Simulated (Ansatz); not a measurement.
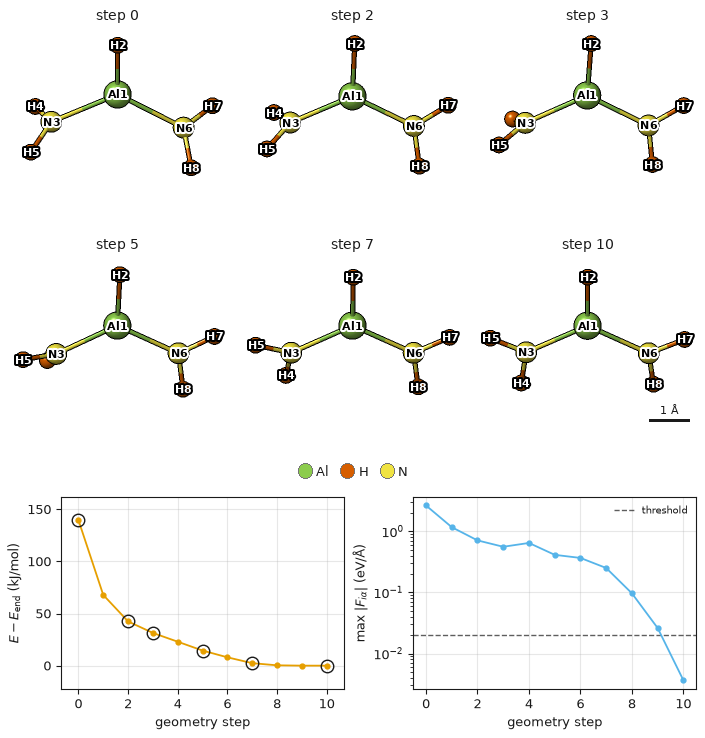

Frames of a relaxation of AlN₂H₅, marked on the history of the run. A ball-and-stick model, seen at a tilt.

The run prepares the start of a later molecular dynamics calculation, from a guessed geometry.

The calculation used RKS BHLYP/def2-SVP in Ansatz 0.2.0.

Input
```yaml
crystal:
  periodic: [false, false, false]
  atoms:
    - { symbol: Al, position_ang: [0.0, 0.0, 0.0] }
    - { symbol: H, position_ang: [0.0, 0.0, 1.56] }
    - { symbol: "N", position_ang: [1.6627, 0.0, -0.96] }
    - { symbol: H, position_ang: [2.1293, -0.9179, -1.2118] }
    - { symbol: H, position_ang: [2.1141, 0.9179, -1.2382] }
    - { symbol: "N", position_ang: [-1.6627, 0.0, -0.96] }
    - { symbol: H, position_ang: [-2.3316, -0.8164, -0.8614] }
    - { symbol: H, position_ang: [-1.9118, 0.8164, -1.5886] }
basis:
  gaussian: { orbitals: def2-SVP }
hamiltonian:
  xc: { name: BHLYP }
relax:
  f_tol: 0.02
  max_steps: 40
```

Command:
```bash
ansatz run input.yaml --threads 1 --pin off --max-ram 2048MiB --backend cpu --events-out ev --progress --plain --runs-dir out
```

What happens along the run?

The atom that moves furthest after the best rigid fit is H4 (1.31 Å). By element the largest moves are H 1.31 Å, N 0.16 Å, Al 0.06 Å. Some distances before and after: Al1–N3 1.920 → 1.767 Å, N3–H4 1.060 → 1.007 Å, Al1–H2 1.560 → 1.571 Å. Bond angles that change, for instance: H4–N3–H5 120.0° → 109.5°, Al1–N3–H4 120.0° → 126.6°, Al1–N3–H5 120.0° → 123.8°. Groups turn about Al1–N3 by about 90°, Al1–N6 by about 60°. The energy falls by 139.7 kJ/mol in 10 geometry steps. The largest force component goes from 2.7 to 0.0037 eV/Å. Cost: 25 s on 1 thread of Arm Neoverse V1, with other jobs on the host, peak memory 0.13 GiB. From step 0 to 2: H8 moves most (0.39 Å), energy −97.2 kJ/mol. From step 2 to 3: H4 moves most (0.20 Å), energy −11.1 kJ/mol. From step 3 to 5: H5 moves most (0.39 Å), energy −16.9 kJ/mol. From step 5 to 7: H4 moves most (0.40 Å), energy −12.1 kJ/mol. From step 7 to 10: H4 moves most (0.24 Å), energy −2.40 kJ/mol.
